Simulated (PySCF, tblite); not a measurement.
# C6H8F2: a rotation path, then NMR shifts on frames, part 1 of 2

How do NMR shifts of C6H8F2 (`C=C1CC(C(F)F)C1`) change as the atoms move?

Programs: tblite 0.8.0 and PySCF 2.14.0, with density-fitted response routines of our own. Each step states its level of theory. These are calculated values for one molecule in the gas phase, unless marked as measured. Atoms count from 0, in the outputs and in this text.

### Step 1. Starting geometry

16 atoms, charge 0, multiplicity 1; geometry from: GFN2-xTB.

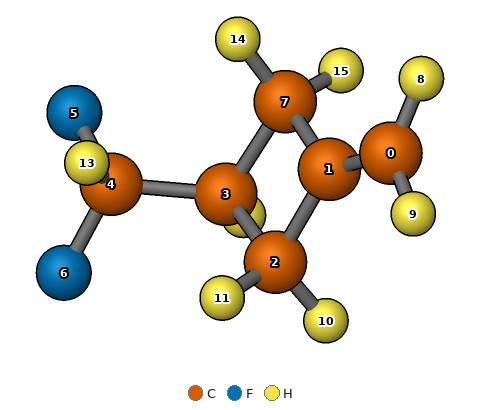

As it starts; carbon orange, fluorine blue, hydrogen yellow, atoms numbered.

### Step 2. The rotation path with GFN2-xTB

Job settings and geometry (Å):

```
{"job": {"kind": "neb", "xc": "GFN2-xTB", "basis": "xTB", "atoms": [6, 4, 3, 7], "turn": 120}, "charge": 0, "multiplicity": 1}
C      2.493526    -0.341504     0.152055
C      1.217882    -0.063264    -0.008510
C      0.085659    -0.741725    -0.735267
C     -0.864380     0.355652    -0.213336
C     -1.914616    -0.150352     0.752708
F     -2.593720     0.881967     1.315190
F     -2.843969    -0.905300     0.113120
C      0.327132     1.050824     0.476724
H      3.140486     0.295506     0.730945
H      2.940662    -1.216069    -0.288951
H      0.193390    -0.760583    -1.818378
H     -0.145691    -1.750785    -0.394622
H     -1.359257     0.944359    -0.986386
H     -1.496372    -0.758335     1.570655
H      0.242494     1.136922     1.559910
H      0.569175     2.031630     0.071308
```

Method: GFN2-xTB climbing-image nudged elastic band, gas phase.

On the command line:

```console
$ OMP_NUM_THREADS=1 python probes_run.py task.json out
```

One launch serves the whole session: the jobs run in the order shown.

What it wrote:

```text
image   E - E0 / eV
  0      -0.0000
  1       0.0125
  2       0.0448
  3       0.0824
  4       0.1062
  5       0.1039
  6       0.0800
  7       0.0468
  8       0.0281
```

Wall time 3 s (1 thread of Arm Neoverse V1, shared host); peak memory 0.19 GiB.

The final band, with the dihedral F6–C4–C3–C7:

```csv
image,dihedral (°),energy (eV),energy (kcal/mol)
0,-172,0.000,0.0
1,-158,0.013,0.3
2,-144,0.045,1.0
3,-130,0.082,1.9
4,-116,0.106,2.4
5,-102,0.104,2.4
6,-87,0.080,1.8
7,-70,0.047,1.1
8,-57,0.028,0.6
```

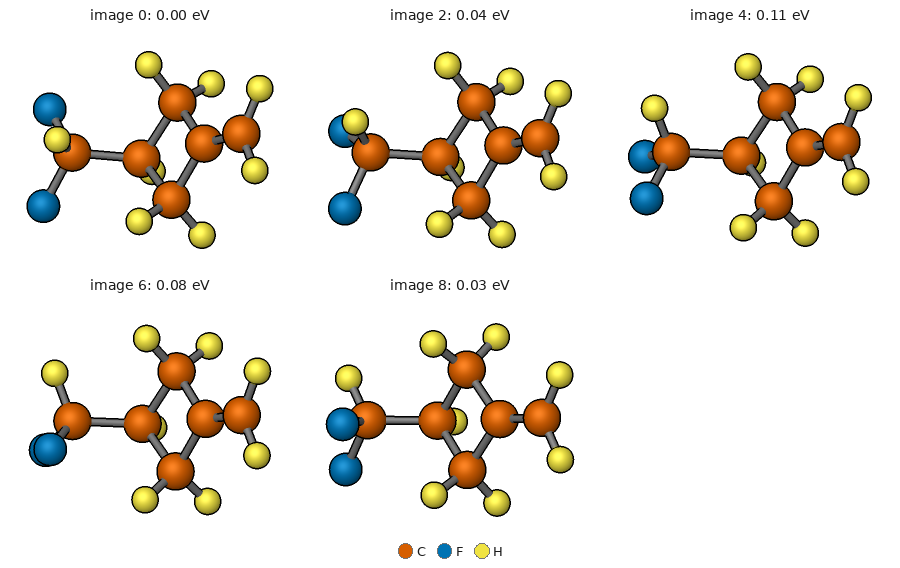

Images along the band.

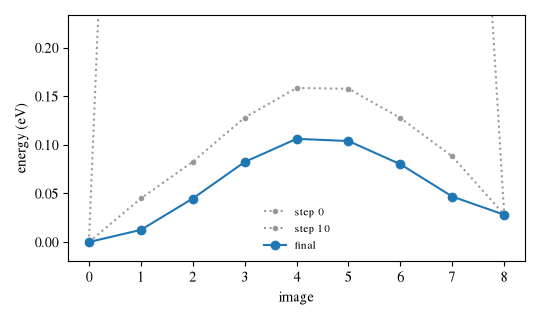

Energy along the band, early and final.

### Step 3. NMR shieldings: image 0, PBE0/pcSseg-1

Job settings and geometry (Å):

```
{"job": {"kind": "nmr", "xc": "PBE0", "basis": "pcSseg-1", "pop": false}, "charge": 0, "multiplicity": 1}
C      2.493500    -0.341500     0.152100
C      1.217900    -0.063300    -0.008500
C      0.085700    -0.741700    -0.735300
C     -0.864400     0.355700    -0.213300
C     -1.914600    -0.150400     0.752700
F     -2.593700     0.882000     1.315200
F     -2.844000    -0.905300     0.113100
C      0.327100     1.050800     0.476700
H      3.140500     0.295500     0.730900
H      2.940700    -1.216100    -0.289000
H      0.193400    -0.760600    -1.818400
H     -0.145700    -1.750800    -0.394600
H     -1.359300     0.944400    -0.986400
H     -1.496400    -0.758300     1.570700
H      0.242500     1.136900     1.559900
H      0.569200     2.031600     0.071300
```

Level: GIAO PBE0/pcSseg-1 NMR shielding, non-relativistic, gas phase.

What it wrote:

```text
coarse grid: 13648 points
cycle   1  E = -432.4241835355  dE =  1.151e+00  |g| = 7.091e-01  |ddm| = 3.581e+00
cycle   2  E = -432.3639229165  dE =  6.026e-02  |g| = 9.702e-01  |ddm| = 1.030e+00
cycle   3  E = -432.5156456641  dE = -1.517e-01  |g| = 7.294e-02  |ddm| = 5.951e-01
cycle   4  E = -432.5165498330  dE = -9.042e-04  |g| = 3.436e-02  |ddm| = 8.802e-02
cycle   5  E = -432.5168089105  dE = -2.591e-04  |g| = 9.347e-03  |ddm| = 3.864e-02
cycle   6  E = -432.5168251163  dE = -1.621e-05  |g| = 4.207e-03  |ddm| = 9.787e-03
cycle   7  E = -432.5168294671  dE = -4.351e-06  |g| = 4.650e-04  |ddm| = 3.320e-03
final grid: 133432 points
cycle   8  E = -432.5799235514  dE = -4.949e-05  |g| = 8.669e-03  |ddm| = 3.228e-02
cycle   9  E = -432.5799137888  dE =  9.763e-06  |g| = 1.145e-02  |ddm| = 1.683e-02
cycle  10  E = -432.5799409287  dE = -2.714e-05  |g| = 1.435e-03  |ddm| = 9.495e-03
cycle  11  E = -432.5799413396  dE = -4.109e-07  |g| = 3.374e-04  |ddm| = 1.252e-03
cycle  12  E = -432.5799413630  dE = -2.342e-08  |g| = 1.640e-04  |ddm| = 3.444e-04
cycle  13  E = -432.5799413687  dE = -5.640e-09  |g| = 2.286e-05  |ddm| = 1.298e-04
cycle  14  E = -432.5799413688  dE = -1.056e-10  |g| = 7.103e-06  |ddm| = 2.846e-05
converged SCF energy = -432.5799413688

GIAO shielding tensors (ppm)
atom      isotropic    diamagn.    paramagn.     s11        s22        s33       span
  0 C       69.866     252.023    -182.157    -44.150     92.840    160.908    205.058
  1 C       34.415     262.675    -228.260    -76.949     30.787    149.405    226.353
  2 C      154.176     247.357     -93.182    140.711    149.197    172.619     31.908
  3 C      153.096     251.248     -98.152    139.056    153.933    166.299     27.243
  4 C       59.713     242.676    -182.964     42.291     66.762     70.086     27.795
  5 F      309.835     470.603    -160.768    218.764    340.680    370.062    151.299
  6 F      309.804     470.930    -161.126    218.990    340.502    369.921    150.932
  7 C      154.096     247.912     -93.816    140.557    149.065    172.664     32.107
  8 H       26.353      29.808      -3.455     22.674     25.625     30.760      8.085
  9 H       26.353      29.996      -3.644     22.675     25.627     30.755      8.080
 10 H       28.668      30.213      -1.544     25.055     27.190     33.760      8.705
 11 H       29.061      30.658      -1.596     25.180     28.701     33.303      8.123
 12 H       29.119      30.880      -1.761     25.904     28.554     32.899      6.995
 13 H       25.755      28.949      -3.194     24.701     24.768     27.795      3.095
 14 H       29.067      30.603      -1.536     25.179     28.741     33.281      8.102
 15 H       28.668      30.144      -1.476     25.059     27.196     33.749      8.690
```

Run time: 28 s. Hardware: 1 thread of Arm Neoverse V1, shared host; peak memory 0.8 GiB.

The references, computed at this level on geometries of the same kind, shield at (ppm): 1H TMS 31.72, 13C TMS 186.9, 19F CFCl3 170.9. Their shielding less the atom's gives the shift. The references are single molecules in the gas phase, so shifts against H2O, NH3, PH3, H3PO4 or CFCl3 are not on the usual liquid scales and can be off by tens of ppm. Each atom is listed at this fixed geometry, with no averaging over motion; a spectrum would average atoms that exchange fast.

```csv
atoms,environment,σ (ppm),δ (ppm)
C1,fully substituted alkene carbon,34.4,152.5
C4,sp3 CH bonded to 2 F,59.7,127.2
C0,terminal =CH2 carbon,69.9,117.1
C3,sp3 CH in a ring,153.1,33.8
C7,allylic sp3 CH2,154.1,32.8
C2,allylic sp3 CH2,154.2,32.7
H13,hydrogen on an sp3 CH bonded to 2 F,25.75,5.96
H9,hydrogen on a terminal =CH2 carbon,26.35,5.36
H8,hydrogen on a terminal =CH2 carbon,26.35,5.36
H15,hydrogen on an allylic sp3 CH2,28.67,3.05
H10,hydrogen on an allylic sp3 CH2,28.67,3.05
H11,hydrogen on an allylic sp3 CH2,29.06,2.66
H14,hydrogen on an allylic sp3 CH2,29.07,2.65
H12,hydrogen on an sp3 CH in a ring,29.12,2.60
F6,fluorine of a CF2 group,309.8,-138.9
F5,fluorine of a CF2 group,309.8,-138.9
```

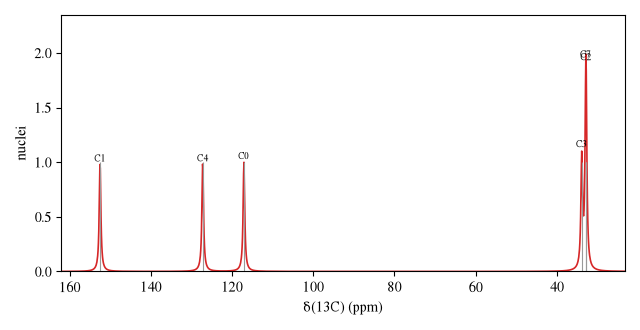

13C lines at the computed shifts, without couplings. Lines are broadened to a width of 0.48 ppm (Lorentzian).

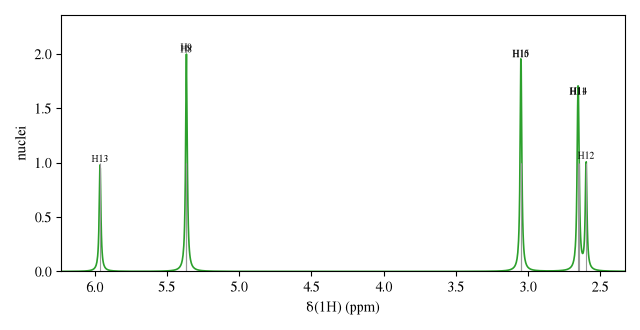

1H lines at the computed shifts, without couplings. Lines are broadened to a width of 0.01 ppm (Lorentzian).

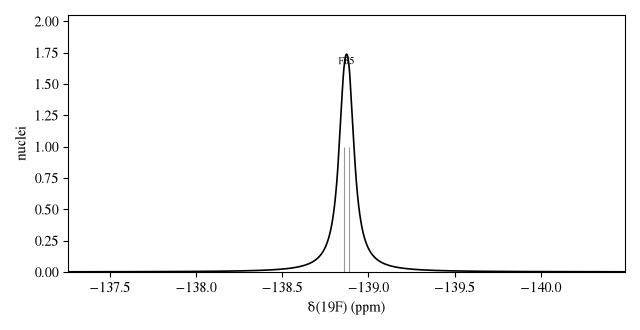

19F lines at the computed shifts, without couplings. Lines are broadened to a width of 0.08 ppm (Lorentzian).

Ring of atoms C1, C2, C3, C7: NICS(0) 3.5, NICS(1) -0.6, NICS(1)zz 2.9 ppm (means of both faces).

Orbitals, density, ELF and potential are computed afterwards from the orbital file.

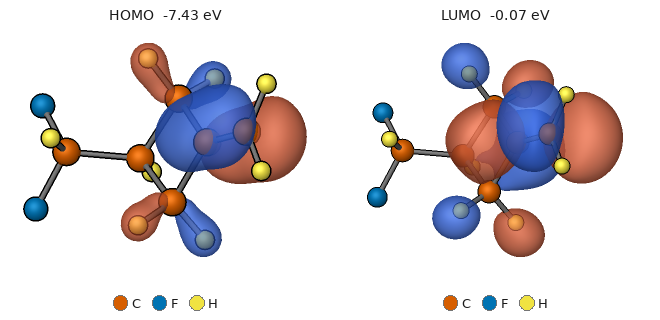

Frontier orbitals at PBE0/pcSseg-1; each surface holds 70 % of the orbital's density, blue and red mark the sign.

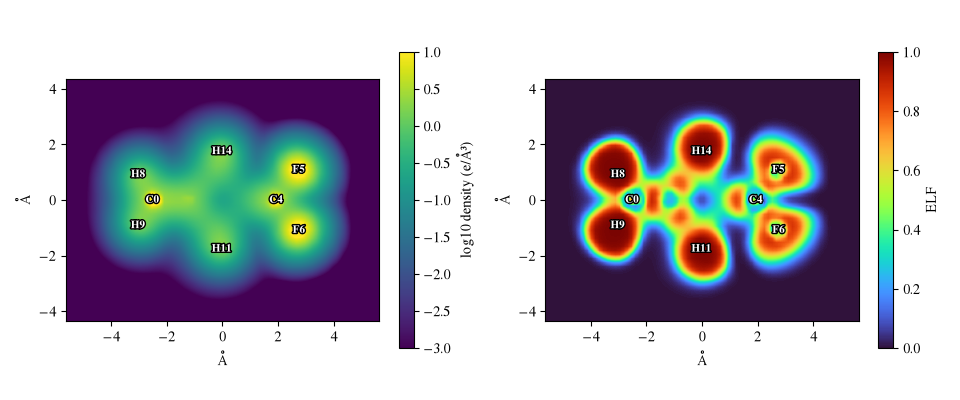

Density (left) and ELF (right) in a plane through or near 8 of the atoms.

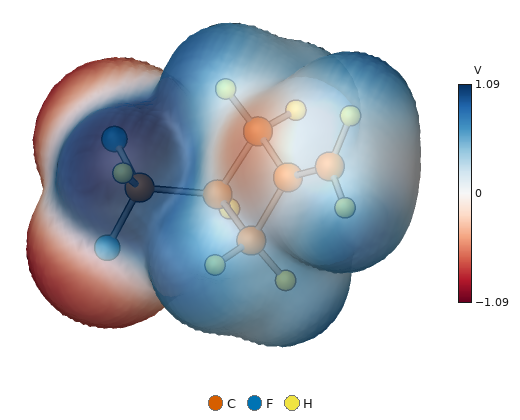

The potential that a unit positive charge feels on the 0.002 e/bohr³ surface, from the 1st to the 99th percentile, from -0.94 V near F5 to 1.09 V near H13.

### Step 4. NMR shieldings: image 2, PBE0/pcSseg-1

Job settings and geometry (Å):

```
{"job": {"kind": "nmr", "xc": "PBE0", "basis": "pcSseg-1", "pop": false}, "charge": 0, "multiplicity": 1}
C      2.487400    -0.401100     0.111100
C      1.220900    -0.072600    -0.024100
C      0.063800    -0.686900    -0.764200
C     -0.856900     0.402400    -0.173000
C     -1.923300    -0.125800     0.773100
F     -2.935700     0.767700     0.904900
F     -2.493800    -1.260900     0.293100
C      0.364800     1.040600     0.522500
H      3.162300     0.182000     0.713600
H      2.897500    -1.268800    -0.376800
H      0.154300    -0.652400    -1.849000
H     -0.184500    -1.705700    -0.471600
H     -1.349700     1.031900    -0.915700
H     -1.549600    -0.350900     1.784300
H      0.302500     1.078100     1.609900
H      0.632400     2.031500     0.158900
```

Method: GIAO PBE0/pcSseg-1 NMR shielding, non-relativistic, gas phase.

What it wrote:

```text
coarse grid: 13648 points
cycle   1  E = -432.4214345778  dE =  1.151e+00  |g| = 7.116e-01  |ddm| = 3.582e+00
cycle   2  E = -432.3597535289  dE =  6.168e-02  |g| = 9.762e-01  |ddm| = 1.037e+00
cycle   3  E = -432.5136900587  dE = -1.539e-01  |g| = 7.257e-02  |ddm| = 5.998e-01
cycle   4  E = -432.5145902702  dE = -9.002e-04  |g| = 3.406e-02  |ddm| = 8.787e-02
cycle   5  E = -432.5148456797  dE = -2.554e-04  |g| = 8.953e-03  |ddm| = 3.836e-02
cycle   6  E = -432.5148601356  dE = -1.446e-05  |g| = 4.195e-03  |ddm| = 9.587e-03
cycle   7  E = -432.5148644690  dE = -4.333e-06  |g| = 4.581e-04  |ddm| = 3.316e-03
final grid: 133432 points
cycle   8  E = -432.5769293650  dE = -4.832e-05  |g| = 8.208e-03  |ddm| = 3.457e-02
cycle   9  E = -432.5769214464  dE =  7.919e-06  |g| = 1.058e-02  |ddm| = 1.616e-02
cycle  10  E = -432.5769454243  dE = -2.398e-05  |g| = 1.440e-03  |ddm| = 9.081e-03
cycle  11  E = -432.5769458286  dE = -4.043e-07  |g| = 3.165e-04  |ddm| = 1.233e-03
cycle  12  E = -432.5769458487  dE = -2.015e-08  |g| = 1.626e-04  |ddm| = 3.337e-04
cycle  13  E = -432.5769458543  dE = -5.525e-09  |g| = 2.327e-05  |ddm| = 1.268e-04
cycle  14  E = -432.5769458544  dE = -1.073e-10  |g| = 7.218e-06  |ddm| = 2.837e-05
converged SCF energy = -432.5769458544

GIAO shielding tensors (ppm)
atom      isotropic    diamagn.    paramagn.     s11        s22        s33       span
  0 C       70.439     252.034    -181.595    -42.879     93.232    160.963    203.842
  1 C       33.948     262.645    -228.697    -77.388     30.238    148.994    226.383
  2 C      153.832     247.034     -93.202    138.033    149.164    174.298     36.265
  3 C      151.983     251.326     -99.344    136.063    151.077    168.808     32.745
  4 C       58.492     241.396    -182.904     42.287     64.506     68.683     26.396
  5 F      304.462     469.675    -165.213    220.903    334.961    357.522    136.619
  6 F      300.917     471.993    -171.076    202.274    324.484    375.993    173.719
  7 C      151.868     247.842     -95.974    139.495    148.005    168.102     28.607
  8 H       26.385      29.813      -3.427     22.735     25.666     30.756      8.021
  9 H       26.374      30.049      -3.675     22.727     25.621     30.774      8.047
 10 H       28.619      30.243      -1.624     25.056     27.174     33.627      8.570
 11 H       28.791      30.565      -1.775     24.557     29.239     32.575      8.019
 12 H       29.065      30.934      -1.870     25.495     28.855     32.844      7.349
 13 H       25.666      28.595      -2.929     24.393     24.722     27.881      3.488
 14 H       29.137      30.675      -1.538     25.619     28.350     33.441      7.822
 15 H       28.582      29.992      -1.410     25.108     27.068     33.569      8.460
```

Wall time 21 s (1 thread of Arm Neoverse V1, shared host); peak memory 0.82 GiB.

In short: δ C1 153.0, C4 128.4, C0 116.5, C7 35.1, H13 6.05, H9 5.34 ppm.

(Continued in part 2 of 2.)
